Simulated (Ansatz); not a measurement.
C$_{2}$H$_{2}$ClFSi (SMILES FC1=C(Cl)[SiH2]1)

The calculation's input:

```
crystal:
  periodic: [false, false, false]
  atoms:
    - {symbol: F, position_ang: [1.107812, -1.313206, 1.514957]}
    - {symbol: C, position_ang: [0.472862, -0.566544, 0.638356]}
    - {symbol: C, position_ang: [-0.516789, -0.735041, -0.226891]}
    - {symbol: Cl, position_ang: [-1.554832, -1.973910, -0.734989]}
    - {symbol: Si, position_ang: [0.136638, 0.969751, -0.254899]}
    - {symbol: H, position_ang: [-0.597892, 2.098344, 0.367536]}
    - {symbol: H, position_ang: [1.013501, 1.452506, -1.349769]}
basis:
  gaussian: {orbitals: def2-TZVPP}
hamiltonian: {xc: pbe0, dispersion: d4}
output: {orbitals: {seedname: orbitals}}
```

Launched as:

```sh
ansatz run in.yaml --threads 2 --pin off --events-out ev --progress --plain --max-ram 4352MiB
```

Geometry: PBE0-D4/def2-TZVP.

Method: RKS PBE0-D4/def2-TZVPP in Ansatz 0.2.0.

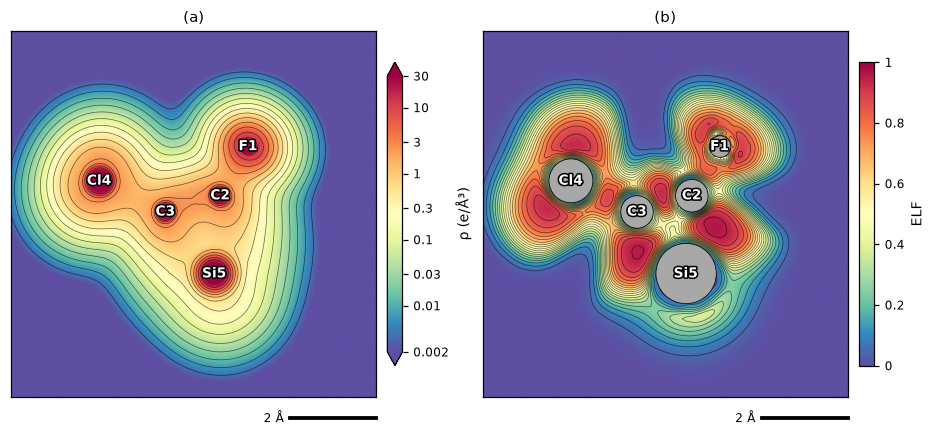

Figure 1. (a) total electron density; (b) ELF on the plane of atoms C2, C3 and Cl4. Grey discs cover the atomic cores in the ELF map.

Describe what can be read from this map.

The plane passes through F, C, Cl and Si nuclei. C–F (1.31 Å): the density is about 2.5 e/Å³ at the midpoint; the ELF peaks at about 0.85 between the atoms, as expected for a shared but strongly polarised pair. C–C (1.33 Å): ρ at the midpoint is about 2.3 e/Å³; the ELF peaks at about 0.90 between the atoms (a multiple bond). C–Cl (1.69 Å): the density is about 1.5 e/Å³ at the midpoint; the ELF peaks at about 0.90 between the atoms: localised, covalent bonding. C–Si (1.81 Å): ρ is about 0.89 e/Å³ halfway; the ELF peaks at about 0.75 between the atoms (a covalent bond). The ELF also peaks beside Cl4 and F1, away from the bonds: lone-pair regions.

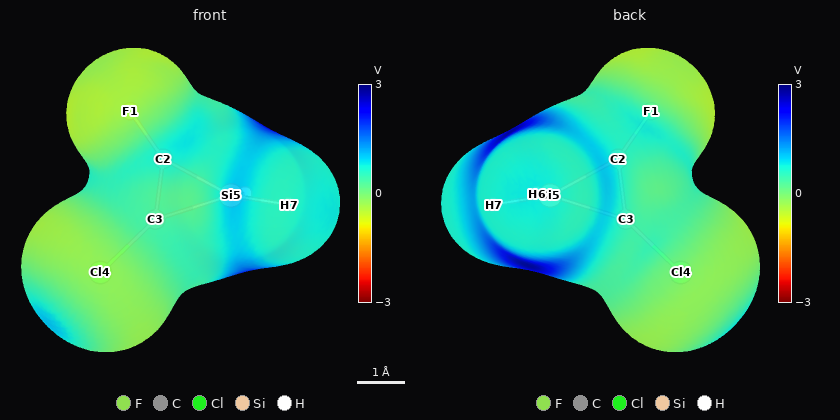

Figure 2. The molecular electrostatic potential painted on the density surface at 0.004 e/bohr³, seen from the front and from behind; the colour scale runs from red (negative) to blue (positive).

Which sites attract a positive test charge, and which a negative one?

A positive charge is drawn to the negative regions and a negative charge to the positive ones. The most negative region (about −0.5 V) lies over F1, the most positive (about +2.7 V) over Si5. Cl4 shows a σ-hole: about +1.1 V at the tip opposite its bond, against about −0.2 V on its flanks.

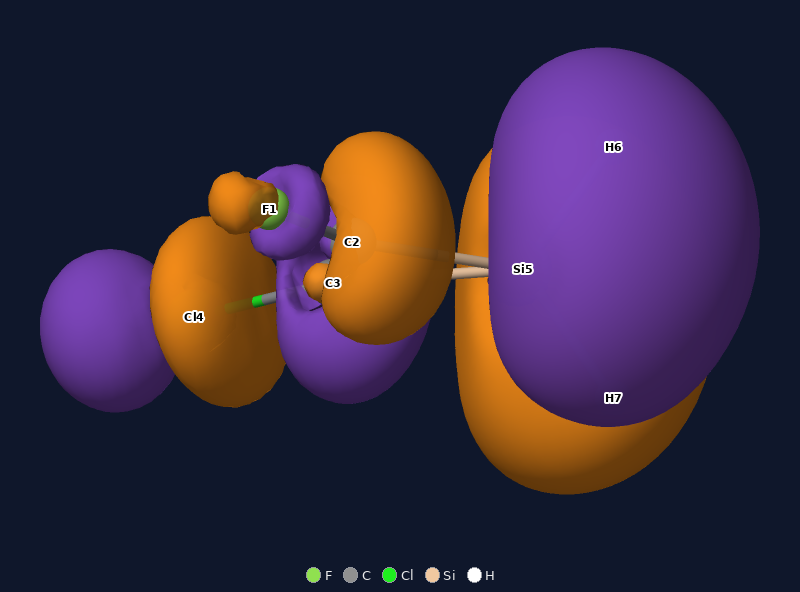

Figure 3. One frontier orbital at ±0.08 Å⁻³ᐟ² (orange and purple are the two phases), seen from one side.

Which orbital is it: HOMO or LUMO?

The LUMO, at −0.80 eV. It lies mainly on Si5 (about 60 %), C3 (about 10 %), Cl4 (about 10 %), C2 (about 5 %), H7 (about 5 %) and H6 (about 5 %).

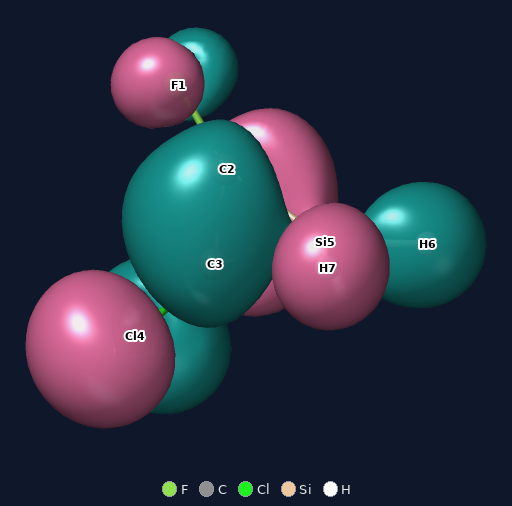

Figure 4. One frontier orbital at ±0.08 Å⁻³ᐟ² (teal and pink are the two phases), seen at a tilt.

Which orbital is it: HOMO or LUMO?

The HOMO, at −7.75 eV. By Hirshfeld shares it lies mainly on Cl4 (about 30 %), C2 (about 25 %), C3 (about 20 %) and F1 (about 10 %).
